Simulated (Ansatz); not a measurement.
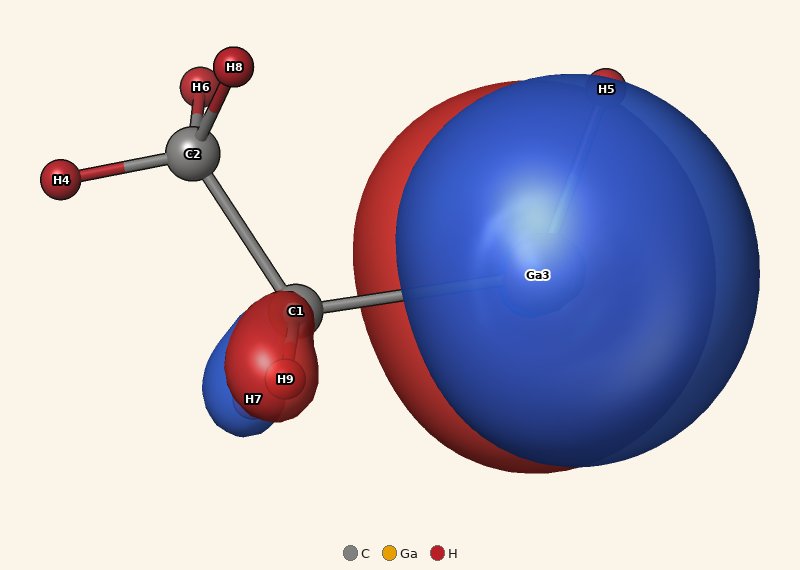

Figure 1: C$_{2}$H$_{6}$Ga (doublet). The LUMO (α) at ±0.1 Å⁻³ᐟ² (blue and red are the two phases), seen across its widest extent.

Geometry: PBE0-D3(BJ)/def2-SVP.

Method: isolated molecule in a Gaussian basis; Kohn-Sham density functional theory, functional PBE0 in Ansatz 0.2.0.

Input file:

```
basis:
  gaussian: {orbitals: def2-TZVPD}
crystal:
  periodic: [false, false, false]
  atoms:
    - {symbol: C, position_ang: [-0.302329, 0.226990, -0.263478]}
    - {symbol: C, position_ang: [1.082676, 0.445533, -0.860794]}
    - {symbol: Ga, position_ang: [-0.575118, 1.091782, 1.525758]}
    - {symbol: H, position_ang: [1.184640, -0.037388, -1.848418]}
    - {symbol: H, position_ang: [0.601724, 1.998149, 2.140991]}
    - {symbol: H, position_ang: [1.877589, 0.034813, -0.218199]}
    - {symbol: H, position_ang: [-0.530617, -0.846377, -0.143343]}
    - {symbol: H, position_ang: [1.306977, 1.515026, -0.999616]}
    - {symbol: H, position_ang: [-1.096241, 0.620053, -0.923422]}
magnetization: {spin_polarized: true, initial_magnetization: 1}
hamiltonian: {xc: {name: PBE0}}
output: {forces: true, orbitals: {seedname: orbitals}}
```

Command:

```sh
ansatz run input.yaml --threads 2 --pin off --max-ram 4350MiB --events-out events.jsonl --progress --plain --runs-dir runs
```

Question: Where does this orbital lie, and at what energy?

Answer: It lies mainly on Ga3 (about 85 %). Its energy is −1.59 eV.
